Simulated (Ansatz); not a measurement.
The reference is SiC in the wurtzite structure (space group P6_3mc, No. 186; a = 3.075 Å, c = 5.049 Å). Axes: x lies along a and z along c of the hexagonal cell.

Structures relaxed with Ansatz (a quantum-chemistry and plane-wave program), r2SCAN, PAW, cutoff 500 eV, no spin-orbit coupling, earlier PAW set.

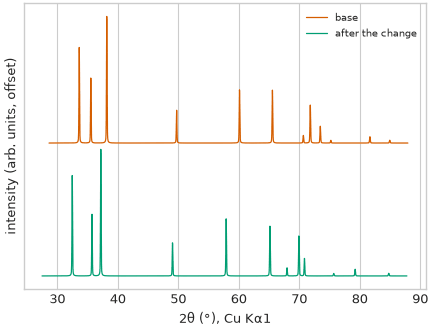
*Simulated powder patterns before (top) and after one change*

### Question
What was done to the base?
A) biaxial strain +3.46 %, plane normal [001], relaxed out of plane
B) biaxial strain −4.57 %, plane normal [001], relaxed out of plane
C) isotropic strain −0.65 %
D) uniaxial strain ε_yy = +1.28 %

### Answer
A, biaxial strain +3.46 %, plane normal [001], relaxed out of plane. Its volume per atom is 11.01 Å³ against 10.34 Å³, and its space group is P6_3mc (No. 186).

Stability against distortions was not tested.
